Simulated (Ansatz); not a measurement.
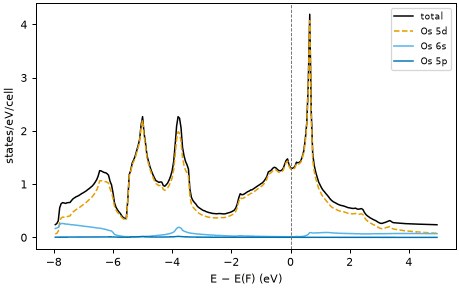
Figure. Total and projected density of states of Os (bcc (W type), Im-3m), the program Ansatz at the PBEsol level (PAW)

Problem. Which orbitals carry the states next to the Fermi level?

Solution. Within 0.5 eV of the Fermi level: Os 5d 98 %. Projections are on Löwdin-orthogonalised atomic valence shells; empty p or d shells of many metals are not among them.

Problem. Where is the tallest occupied peak in this window, and what makes it?

Solution. Near -5.0 eV, about 2.3 states/eV per cell; the largest projected share is Os 5d.

The start of the workflow was typed in or built on a structure type; neither database checked (COD, Materials Project) lists it. It is not the phase usual at ambient conditions (space group No. 194). The PBEsol relaxation kept the symmetry of its start. At this level the phase is mechanically unstable. The run is not spin-polarised. Scalar-relativistic: spin–orbit coupling is off unless named, which matters more the heavier the elements.

Potentials: the later of the program's two PAW sets.
